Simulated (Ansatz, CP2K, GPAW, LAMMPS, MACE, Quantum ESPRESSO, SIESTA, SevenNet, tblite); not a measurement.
# Amorphous carbon (64 atoms) in other programs, against a plane-wave reference

How near do other programs and methods come to a plane-wave reference for amorphous carbon (64 atoms)? A plane-wave run serves as the reference.

Method: Kohn-Sham DFT, PBE, PAW, plane waves, in Ansatz 0.2.0.

**1. The structure**

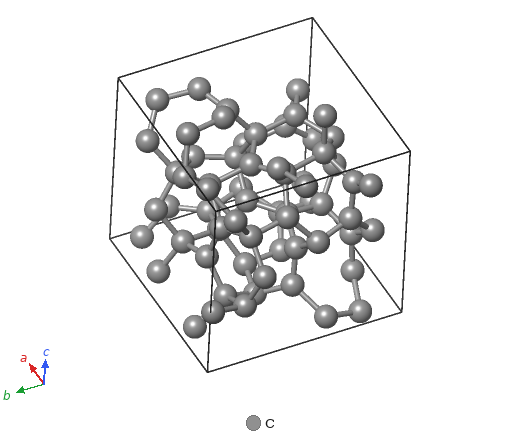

Start, viewed from a free direction; carbon grey.

The cell holds 64 atoms: 64 C. Cell: a = 7.590 Å, b = 7.590 Å, c = 7.590 Å, α = 90.0°, β = 90.0°, γ = 90.0°. 64 atoms (64 C) placed at random at 2.92 g/cm³, melted at 6000 K for 10 ps at fixed volume with the Tersoff potential (Tersoff, Phys. Rev. B 39, 5566 (1989)). Quenched from 6000 K to 300 K at 100 K/ps and fixed volume, held 5 ps, then minimised at fixed cell.

**2. The reference run**

The PAW files are the set soft_2.

input.yaml

```yaml
crystal:
  lattice:
    - [7.5903, 0.0, 0.0]
    - [0.0, 7.5903, 0.0]
    - [0.0, 0.0, 7.5903]
  atoms:
    - { symbol: C, position: [0.83466, 0.91928, 0.71452] }
    - { symbol: C, position: [0.87226, 0.18332, 0.50226] }
    - { symbol: C, position: [0.52196, 0.75401, 0.63807] }
    - { symbol: C, position: [0.39522, 0.23812, 0.98117] }
    [... 54 atom lines left out ...]
    - { symbol: C, position: [0.02931, 0.97094, 0.33888] }
    - { symbol: C, position: [0.92215, 0.61592, 0.85161] }
    - { symbol: C, position: [0.03179, 0.37764, 0.08749] }
    - { symbol: C, position: [0.26817, 0.93123, 0.03505] }
    - { symbol: C, position: [0.8646, 0.13074, 0.70983] }
    - { symbol: C, position: [0.69157, 0.23326, 0.73773] }
kpoints:
  mp_grid: { grid: [1, 1, 1] }
hamiltonian:
  xc: pbe
scf:
  occupations: { method: fermi_dirac, width: 0.05 }
output:
  forces: true
  eigenvalues: true
  populations: true
  stress: true
```

Run with:

```console
$ ansatz run input.yaml --threads 4 --pin off --max-ram 15872MiB --backend cpu --events-out ev --progress --plain --runs-dir out
```

Numbers of over 12 decimals in the logs are rounded to 6 here.

The program printed:

```text
[...]
Pseudopotentials: kind: paw
Pseudopotential: C, paw, valence charge 4, recommended cutoff 420 eV (normal), C.paw.azcp
[... 5 lines on functional and potentials left out ...]
Crystal: 64 atoms, lattice volume = 437.297 Å³
Basis set: ecut = 420 eV, 8409 PW (Γ), exchange–correlation on 108×108×108 points (8 copies of the dense FFT grid, shifted against one another)
Bands: 192, of which v1, the nominal top of the filled ones, is band 128 counted from 1 (127 counted from 0)
Symmetry: 1 space group operations
Space group: P1 (ITA 1), of the structure as read, at distance tolerance 7.6e-5 Å
k-points: 1
[... 3 lines on functional and potentials left out ...]
Initial density: superposition of atomic densities (neutral atoms: chi_scale 0, normalization atom), corrected by the library's trained network
Initial wavefunctions: pseudopotential atomic-orbital guess
[...]
SCF iter   1: F=—  HF=-15995.123069 eV  |F-HF|=—  |Δ(HF+E_count)|=         —  Δρ=2.10e-2  dr2=3.20e0  ethr=1.77e-3  ⟨swp⟩=6.0  Hψ=775  notcnv=0  defer=42
preconditioner: auto → Kerker (q_TF=auto, 2.495 Å⁻¹)  [metal: Δε(μ)=0.213 eV  Ē_g=14.607 eV  σ=0.050 eV  W_gap=0.50  n_scr=122 (ndim 8)  ℏωp=28.4 eV  f_vac=0.000  D(μ)=24.42/eV (n_scr^D=250)]
[...]
SCF iter  10: F=—  HF=-15994.683938 eV  |F-HF|=—  |Δ(HF+E_count)|=   6.72e-8  Δρ=5.06e-6  dr2=2.25e-7  ethr=1.27e-9  ⟨swp⟩=3.0  Hψ=236  notcnv=0  defer=45
SCF iter  11: F=-15994.683938 eV  HF=-15994.683938 eV  |F-HF|=1.52e-8  |Δ(HF+E_count)|=   1.11e-8  Δρ=1.50e-6  dr2=2.40e-8  ethr=3.91e-11  ⟨swp⟩=14.0  Hψ=916  notcnv=0
SCF 1 converged in 11 iterations: F = -15994.683938 eV  dr2 = 2.40e-8
[...]
SCF converged after 11 iterations
Free energy (F): -15994.683938 eV
Harris-Foulkes:  -15994.683938 eV  (|F-HF|=1.52e-8)
Internal energy: -15994.460913 eV  (E = F + TS)
E sigma→0 (E₀):  -15994.572425 eV
Entropy (-TS):   -0.223025 eV (-3.485 meV/atom)
Fermi energy:    11.001672 eV
--- Per-component energies (eV) ---
[...]
Σ components = -15994.683938   (vs F -15994.683938, Δ=0.00e0)
--- Forces (eV/Å), atoms counted from 1 ---
  atom   1  C     -1.05045253     0.57594548    -0.03698541
  atom   2  C      2.56531522     0.88826291     1.14292552
  atom   3  C     -0.87484118     0.17670095    -1.19604670
  atom   4  C      0.57198633     0.60685692     0.55297796
[...]
atom  64  C     -0.27367558    -1.12187371    -1.59943262
  max |Σ_I F_I| component: 4.47e-5 eV/Å
--- Stress (GPa, compression-positive) ---
      -13.344792      -3.501595      -1.552495
       -3.501595      -8.392468      -1.709525
       -1.552495      -1.709525      -0.427676
  P = ⅓ Tr σ = -7.3883 GPa (-73.883 kbar)
--- Band table (eV) ---
  k-point 0: bands = ["-9.8953", "-8.4671", "-8.3299", "-8.1627", [... 176 levels ...], "19.3996", "19.4354", "19.5069", "19.5356", "19.6178", "19.7437", "19.8378", "19.9437", "19.9890", "20.0460", "20.2008", "20.2993"]
--- Löwdin populations: 64 sites ---
  site symbol       q [e]
     0      C      4.0742
     1      C      3.9526
     2      C      3.9699
[...]
63      C      3.9758
  spilling = 0.006109 (of n_electrons = 256.000000)
```

It took 4.1 s on 4 threads of Arm Neoverse V1, shared host; peak memory 0.54 GiB; 14 s of CPU time.

In the SCF lines HF is the Harris–Foulkes energy and dr2 the Hartree energy of the density residual, in eV; the loop may stop once dr2 is under the threshold and the program's other checks hold. Hψ counts applications of the Hamiltonian.

The run gave:

- free energy: -15994.6839 eV
- free energy per atom: -249.9169 eV/atom
- SCF cycles: 11
- pressure: -7.388 GPa
- r.m.s. force component: 1.256 eV/Å
- longest force: 5.071 eV/Å
- Fermi energy: 11 eV
- levels partly filled by over 2 per cent: 4
- spilling of the projection: 0.006109

Neighbours are counted within 1.85 Å (C-C).

Length of the force by element and coordination:

| element | coordination | atoms | mean length of the force (eV/Å) | spread | least | most |
| --- | --- | --- | --- | --- | --- | --- |
| C | all | 64 | 1.92 | 1.02 | 0.413 | 5.07 |
| C | 3 | 40 | 2.39 | 0.952 | 1.00 | 5.07 |
| C | 4 | 24 | 1.15 | 0.536 | 0.413 | 2.39 |

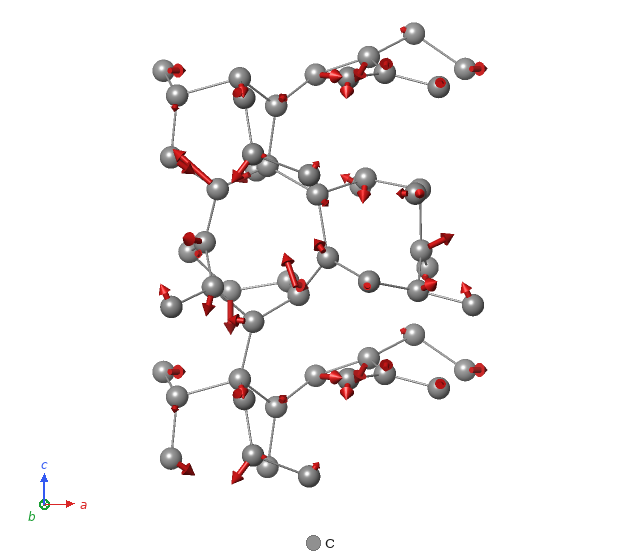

Forces as arrows; the longest in the cell is 5.07 eV/Å. Drawn is a slice 4 Å thick, seen along the normal of the ac plane, with neighbouring cells across it.

The mean of these charges, 0.024 e, is only the charge that the projection spills.

Löwdin charges by element and coordination (they lack the spilled electrons, 0.024 e an atom on average):

| element | coordination | atoms | mean charge (e) | spread | least | most |
| --- | --- | --- | --- | --- | --- | --- |
| C | all | 64 | 0.0244 | 0.0301 | -0.0742 | 0.0902 |
| C | 3 | 40 | 0.0172 | 0.0356 | -0.0742 | 0.0902 |
| C | 4 | 24 | 0.0364 | 0.0084 | 0.0205 | 0.0504 |

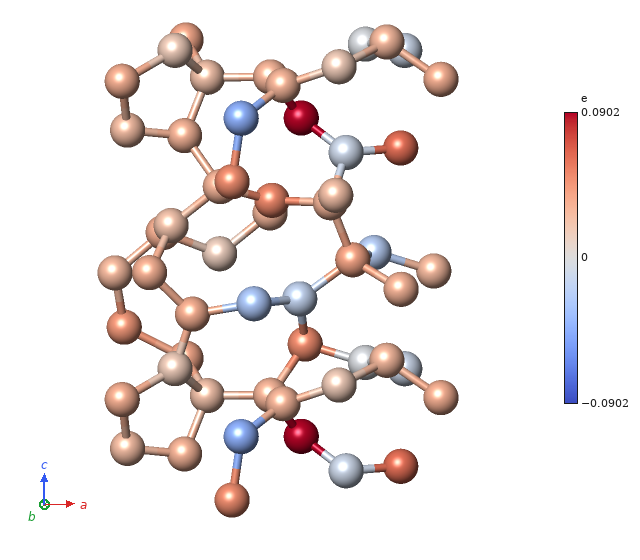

Atoms coloured by Löwdin charge. Drawn is a slice 4 Å thick, seen along the normal of the ac plane, with neighbouring cells across it.

The levels nearest the highest filled one (over half full), pooled over k-points and spins:

| level less the highest filled one (eV) | occupation |
| --- | --- |
| -0.940 | 2 |
| -0.771 | 2 |
| -0.582 | 2 |
| -0.236 | 1.99 |
| -0.0732 | 1.71 |
| 0 | 1.16 |
| 0.0238 | 0.919 |
| 0.127 | 0.196 |
| 0.240 | 0.022 |
| 0.300 | 0.007 |
| 0.396 | 0.001 |
| 0.767 | 0 |

**3. Structure statistics**

Density 2.92 g/cm³, 6.833 Å³ an atom.

Pair distribution function in bins of 0.2 Å:

| r (Å) | total |
| --- | --- |
| 1.40 | 1.52 |
| 1.60 | 2.37 |
| 1.80 | 0.05 |
| 2.00 | 0.02 |
| 2.20 | 0.22 |
| 2.40 | 1.06 |
| 2.60 | 2.29 |
| 2.80 | 1.18 |
| 3.00 | 1.14 |
| 3.20 | 0.78 |
| 3.40 | 0.89 |
| 3.60 | 1.03 |

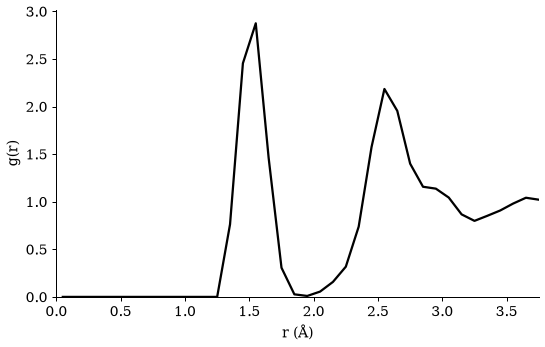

Pair distribution functions, lightly smoothed.

Bonds by pair of elements; cutoffs follow the first minimum of g(r), held within bounds set by covalent radii, and pairs that aren't listed don't count as bonded:

| pair A-B | cutoff (Å) | bonds | mean length (Å) | spread (Å) | shortest (Å) | B about A | A about B |
| --- | --- | --- | --- | --- | --- | --- | --- |
| C-C | 1.85 | 108 | 1.53 | 0.071 | 1.4 | 3.38 | 3.38 |

How many atoms have how many bonded neighbours:

| element | mean | 3 | 4 |
| --- | --- | --- | --- |
| C | 3.38 | 40 | 24 |

Rings of the network by King's shortest-path rule, up to 12 atoms, one path for each pair of neighbours; H, halogens, alkali and alkaline-earth atoms are left out, and the last column divides by all other atoms, bonded or not:

| ring size (atoms) | rings | per network atom |
| --- | --- | --- |
| 5 | 1 | 0.016 |
| 6 | 17 | 0.266 |
| 7 | 16 | 0.25 |
| 8 | 23 | 0.359 |
| 9 | 10 | 0.156 |

**4. What was run beside it**

The programs:
- CP2K 2026.2: Gaussian basis with GTH pseudopotentials and a plane-wave density; labels give functional, basis (MOLOPT sets; SR short-range, UZH the newer set with its own potentials), grid cutoff/relative cutoff and solver (OT: orbital transformation; TRS4, TC2, SIGN: linear-scaling purification with its sparsity filter), or its built-in tight binding.
- GPAW 26.7.0: PAW with atomic orbitals (LCAO), plane waves or a real-space grid of spacing h.
- MACE: machine-learned potential, published weights.
- Quantum ESPRESSO 7.5: plane waves; labels (QE) give functional, pseudopotential set and cutoffs of waves/density.
- SIESTA 5.4.2: numerical atomic orbitals, whose automatically made sets are far from complete, with PseudoDojo norm-conserving potentials that we converted to its format (checked against plane waves on the same files for H, C, O, Si, Ge and Ca alone); labels give functional, basis size, energy shift and mesh cutoff.
- SevenNet: machine-learned potential, published weights.
- tblite 0.8.0: extended tight binding, driven from Python.

All use the same cell and atoms; the electronic-structure runs use the same k-mesh, and an electronic temperature of 580 K (0.05 eV) where levels are smeared.

Differences are against the plane-wave reference, forces as r.m.s. over components; share is that over the reference's r.m.s. force, slope the least-squares factor from reference forces to these. Total energies of different programs have different zeros and aren't compared.

| run | Δ force, r.m.s. (meV/Å) | share (%) | slope | Δ pressure (GPa) | cores | CPU time | memory (GiB) |
| --- | --- | --- | --- | --- | --- | --- | --- |
| reference | - | - | - | - | 4 | 14 s | 0.54 |
| CP2K LDA, DZVP-MOLOPT-SR, 450/50 Ry, diagonalisation | 52.1 | 4.15 | 1.008 | -11.1 | 2 | 4.7 min | 1.0 |
| CP2K PBE+D3(BJ), DZVP-MOLOPT-SR, 450/50 Ry, diagonalisation | 71.8 | 5.71 | 1.026 | -0.473 | 2 | 4.8 min | 1.1 |
| CP2K PBE, DZVP-MOLOPT-SR, 225/50 Ry, diagonalisation (coarse) | 36.9 | 2.94 | 1.013 | 0.885 | 2 | 4.2 min | 0.57 |
| CP2K PBE, DZVP-MOLOPT-SR, 315/50 Ry, diagonalisation (coarse) | 27.8 | 2.21 | 1.013 | 0.872 | 2 | 5.3 min | 0.68 |
| CP2K PBE, DZVP-MOLOPT-SR, 450/30 Ry, diagonalisation (coarse) | 27.0 | 2.15 | 1.013 | 0.887 | 2 | 3.6 min | 1.0 |
| CP2K PBE, DZVP-MOLOPT-SR, 450/50 Ry, diagonalisation | 27.0 | 2.15 | 1.013 | 0.872 | 2 | 4.8 min | 1.0 |
| CP2K PBE, SZV-MOLOPT-SR, 450/50 Ry, diagonalisation (coarse) | 525 | 41.8 | 1.327 | 8.58 | 1 | 2.5 min | 0.95 |
| CP2K PBE, TZV2P-UZH, 450/50 Ry, diagonalisation | 17.8 | 1.41 | 1.004 | 0.815 | 4 | 20 min | 2.0 |
| CP2K PBE, TZVP-UZH, 450/50 Ry, diagonalisation | 35.3 | 2.81 | 1.011 | 2.18 | 4 | 7.6 min | 1.8 |
| GPAW PBE, LCAO dzp, h 0.2 Å | 120 | 9.58 | 0.989 | - | 1 | 2.4 min | 0.5 |
| GPAW PBE, LCAO sz(dzp), h 0.2 Å (coarse) | 619 | 49.2 | 1.052 | - | 1 | 42 s | 0.37 |
| GPAW PBE, LCAO szp(dzp), h 0.2 Å (coarse) | 370 | 29.4 | 0.989 | - | 1 | 1.8 min | 0.48 |
| GPAW PBE, grid h 0.2 Å | 22.1 | 1.76 | 1.000 | - | 1 | 1.7 min | 0.55 |
| MACE MP-0b2 small potential | 723 | 57.6 | 0.655 | -3.26 | 1 | 7.2 s | 0.67 |
| MACE MPA-0 medium potential | 626 | 49.8 | 0.697 | -5.09 | 1 | 9.2 s | 1.3 |
| QE PBE+D3(BJ), sssp-1.3.0-efficiency, 45/360 Ry | 61.2 | 4.87 | 1.015 | -1.13 | 2 | 83 s | 0.86 |
| QE PBE, dojo-0.4.1-standard, 60/240 Ry (coarse) | 18.0 | 1.43 | 1.005 | -5.92 | 2 | 60 s | 0.39 |
| QE PBE, sssp-1.3.0-efficiency, 45/360 Ry | 4.81 | 0.383 | 1.001 | 0.197 | 2 | 83 s | 0.85 |
| SIESTA LDA, DZP, shift 0.01 Ry, mesh 300 Ry | 159 | 12.7 | 0.964 | -3.49 | 2 | 3.5 min | 0.88 |
| SIESTA PBE, DZP, shift 0.01 Ry, mesh 100 Ry (coarse) | 162 | 12.9 | 0.978 | 6.99 | 1 | 62 s | 0.4 |
| SIESTA PBE, DZP, shift 0.01 Ry, mesh 300 Ry | 162 | 12.9 | 0.978 | 6.99 | 2 | 3.7 min | 0.89 |
| SIESTA PBE, SZ, shift 0.01 Ry, mesh 300 Ry (coarse) | 757 | 60.2 | 1.038 | 26.7 | 1 | 45 s | 0.35 |
| SIESTA PBE, TZP, shift 0.01 Ry, mesh 300 Ry | 139 | 11.1 | 0.978 | 6.08 | 2 | 5.2 min | 1.1 |
| SevenNet 0 potential | 703 | 56.0 | 0.798 | -6.02 | 1 | 9 s | 1.1 |
| tblite GFN1-xTB | 406 | 32.3 | 1.060 | -10.3 | 1 | 1.6 s | 0.1 |

Rows marked coarse were listed beforehand as settings not expected to be converged; some can still land near the reference.

Times of the machine-learned potentials are mostly Python's start and the loading of weights.

CPU time is summed over cores on a shared host, where runs went side by side, so it is rough. Symmetry, cutoffs, thresholds, outputs and thread counts weren't matched or tuned between programs; memory under MPI is the largest rank's times the ranks.

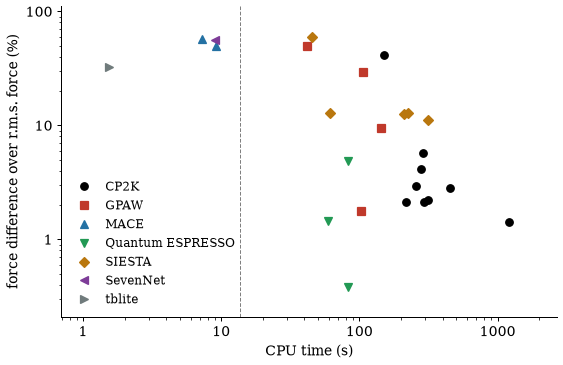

Force difference against CPU time; the dashed line marks the reference's time.

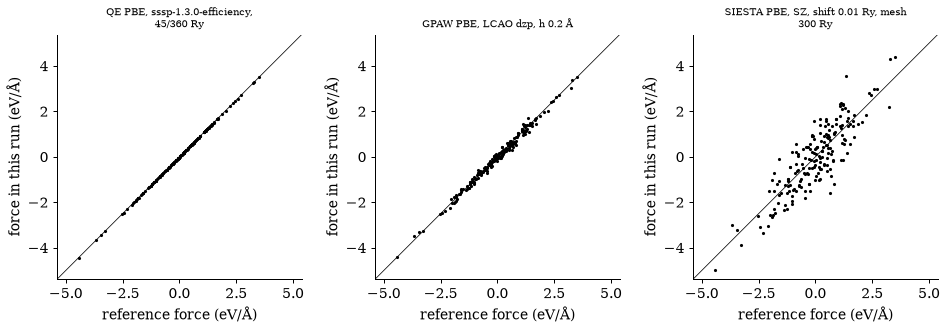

Force components against those of the reference; the line marks equality.

Runs without a result: CP2K GFN1-xTB, diagonalisation (not converged, the SCF not settling).

Within one program, basis, potentials and functional, energies share a zero. Each run against its twin at the usual cutoff or grid and solver:

| run | twin | Δ energy (meV/atom) | Δ force, r.m.s. (meV/Å) | CPU time over the twin's |
| --- | --- | --- | --- | --- |
| CP2K PBE, DZVP-MOLOPT-SR, 225/50 Ry, diagonalisation | DZVP-MOLOPT-SR, 450/50 Ry, diagonalisation | -0.242 | 26.5 | 0.88 |
| CP2K PBE, DZVP-MOLOPT-SR, 315/50 Ry, diagonalisation | DZVP-MOLOPT-SR, 450/50 Ry, diagonalisation | 0.0213 | 10.5 | 1.1 |
| CP2K PBE, DZVP-MOLOPT-SR, 450/30 Ry, diagonalisation | DZVP-MOLOPT-SR, 450/50 Ry, diagonalisation | -0.0881 | 0.574 | 0.75 |
| SIESTA PBE, DZP, shift 0.01 Ry, mesh 100 Ry | DZP, shift 0.01 Ry, mesh 300 Ry | 0.591 | 3.79 | 0.28 (this twin ran on 2 cores) |

**5. Outcome**

```yaml
reference_r_m_s_force_component: 1.26 eV/Å
nearest_in_forces: QE PBE, sssp-1.3.0-efficiency, 45/360 Ry, 0.38 %
farthest_in_forces: SIESTA PBE, SZ, shift 0.01 Ry, mesh 300 Ry (coarse), 60 %
cheapest_electronic_structure_run_beside_the_reference: tblite GFN1-xTB, 1.6 s of CPU time
```

In words: PBE on plane waves or a grid with other potentials, cutoffs or grids, coarse settings apart, differs from the reference by 0.38 % (QE PBE, sssp-1.3.0-efficiency, 45/360 Ry) to 1.8 % (GPAW PBE, grid h 0.2 Å) of the r.m.s. force; this holds the reference's own error, so differences of a few per cent don't tell which side is nearer the exact PBE result (QE's 45 Ry are 612 eV, against the reference's 420 eV). The PBE runs in local orbitals, coarse settings apart, differ by 1.4 % (CP2K PBE, TZV2P-UZH, 450/50 Ry, diagonalisation) to 13 % (SIESTA PBE, DZP, shift 0.01 Ry, mesh 300 Ry); basis, grid and potentials can all enter. Tight binding differs by 32 % (tblite GFN1-xTB); it is another model, with fitted parameters of its own, and the xTB methods hold dispersion. Machine-learned potentials differ by 50 % (MACE MPA-0 medium potential) to 58 % (MACE MP-0b2 small potential); they were trained on other programs' data. The cause of differences this large wasn't tested. Among those trained on PBE data the slope goes as low as 0.66, with a correlation of 0.82, so directions differ as well as sizes. Rows with another functional or a dispersion term differ by 4.1 % (CP2K LDA, DZVP-MOLOPT-SR, 450/50 Ry, diagonalisation) to 13 % (SIESTA LDA, DZP, shift 0.01 Ry, mesh 300 Ry), which mixes the change of model with differences of basis and potentials. Runs with settings chosen to be coarse differ by 1.4 % (QE PBE, dojo-0.4.1-standard, 60/240 Ry) to 60 % (SIESTA PBE, SZ, shift 0.01 Ry, mesh 300 Ry), their programs' other errors included. One electronic-structure run takes under half the reference's CPU time: tblite GFN1-xTB, at 32 % in 1.6 s against 14 s; its pressure misses by -10.3 GPa. CP2K PBE, SZV-MOLOPT-SR, 450/50 Ry, diagonalisation stiffens the forces by a factor of 1.33 while following their directions (correlation 0.981); the slopes of the 9 CP2K runs lie between 1.00 and 1.33. In pressure, SIESTA PBE, SZ, shift 0.01 Ry, mesh 300 Ry misses by +26.7 GPa, at the same functional. In the reference: 4 levels are partly filled, by over 2 % (at Γ alone): at this level the cell shows no clear gap. Levels of broken or missing bonds inside a gap of the host would look the same. In the reference: Löwdin charges run from -0.07 to +0.09 e, about a mean that is the spilled charge alone. Periodic xTB results under one method name differ between programs and library versions. Machine-learned potentials mimic data converged in k, so the reference's own k-point error enters their differences. The quench rate of 100 K/ps is many orders above laboratory rates, so the cell is likely richer in defects and strain than a real sample. The network of bonds at the start is that of the classical potential that made the cell, and needn't be the one that DFT or experiment would give. The reference's stress is far from hydrostatic: its diagonal is -13.3, -8.4, -0.4 GPa, compression counted positive. The reference's pressure of -7.4 GPa belongs to a cell and atoms that aren't relaxed at this level. The electronic-structure runs sample only Γ, in a cell whose shortest periodic width is 8 Å, which is coarse for a cell with partly filled levels.

[Also dropped from logs without a mark: logging warnings of Python, and SIESTA's first energy breakdown and zero terms.]

[Logs are printed without paths, hosts, clocks, repeated set-up lines and the standing remarks that a program may print on its own settings, such as how far it seeks lower states.]

[Hosts, paths, dates, database ids (printed as entryN), source tags and the programs' standing remarks are cut or masked in the printed files.]
